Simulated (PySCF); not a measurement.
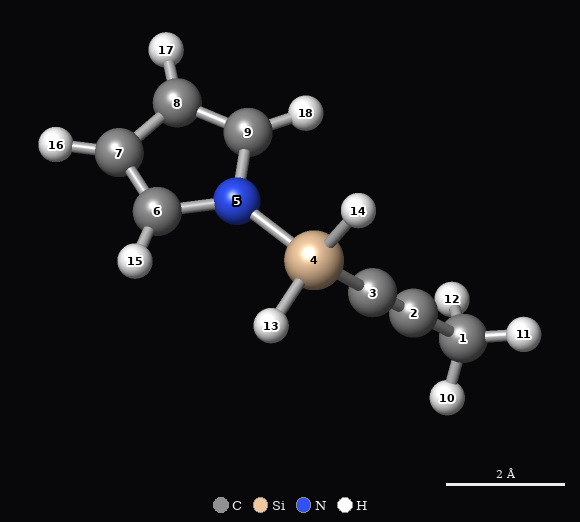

This is the input geometry for a relaxation of C7H9NSi. Style: ball-and-stick. Shown from a free direction.

The start comes from GFN2-xTB. Its atoms were then displaced at random by about 0.01 Å.

All numbers below come from PBE0-D3(BJ)/def2-SVP geometry optimisation, gas phase in PySCF 2.14.0, density-fitted response routines.

```xyz
18

C     3.7879    0.7326   -1.2043
C     2.5651   -0.0204   -0.9785
C     1.5533   -0.6684   -0.7935
Si    0.0755   -1.6389   -0.4736
N    -1.2248   -0.5127   -0.0498
C    -2.4340   -0.3291   -0.6604
C    -3.1297    0.6298   -0.0127
C    -2.3188    1.0894    1.0546
C    -1.1786    0.3748    1.0306
H     3.9257    0.8779   -2.2693
H     4.6196    0.2465   -0.7664
H     3.6754    1.7431   -0.7438
H    -0.4534   -2.3060   -1.6899
H     0.2289   -2.5488    0.6694
H    -2.6918   -0.9298   -1.5189
H    -4.1205    0.9989   -0.2594
H    -2.5892    1.8552    1.7696
H    -0.3181    0.4179    1.6459
```

> Predict the outcome.

After 7 geometry steps the energy has fallen by 3.83 kcal/mol. The largest moves after the best rigid fit, 0.093 Å, are those of H11 and H17. By element the largest moves are H 0.093 Å, C 0.086 Å, N 0.053 Å, Si 0.047 Å. Near-neighbour distances that change, for instance: C1–H11 1.058 → 1.101 Å, C9–H18 1.059 → 1.089 Å, C6–C7 1.350 → 1.374 Å, C3–Si4 1.797 → 1.819 Å. Among the angles between lasting bonds that change: H10–C1–H11 111.6° → 108.1°, C3–Si4–H14 112.8° → 109.3°, N5–Si4–H14 106.5° → 109.5°.

History of the run:

```csv
step,"E − E(0), kcal/mol"
0,0.00
1,-3.63
2,-3.81
3,-3.77
4,-3.82
5,-3.81
6,-3.82
7,-3.83
```

The structure at the end:

```xyz
18

C     3.8185    0.7261   -1.2279
C     2.6078   -0.0333   -0.9860
C     1.5873   -0.6695   -0.7842
Si    0.0546   -1.5971   -0.4699
N    -1.2427   -0.4841   -0.0084
C    -2.4516   -0.3317   -0.6584
C    -3.1869    0.6305   -0.0088
C    -2.3993    1.0924    1.0849
C    -1.2168    0.3925    1.0561
H     3.9885    0.8623   -2.3072
H     4.6970    0.2135   -0.8059
H     3.7521    1.7234   -0.7661
H    -0.4306   -2.2886   -1.6941
H     0.2863   -2.5740    0.6304
H    -2.6903   -0.9272   -1.5377
H    -4.1833    0.9684   -0.2878
H    -2.6710    1.8559    1.8117
H    -0.3472    0.4523    1.7087
```

The end point in the same view:

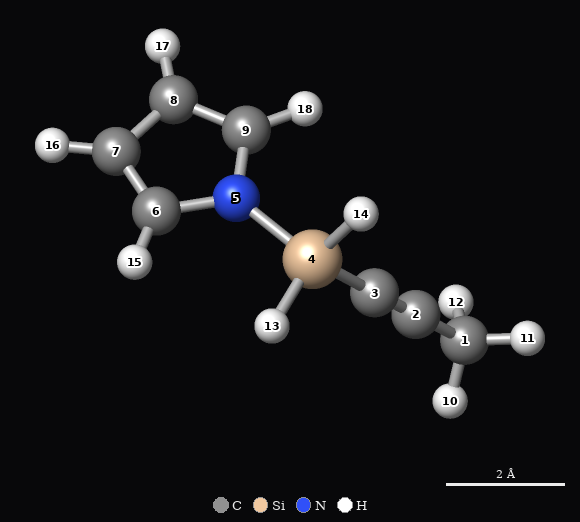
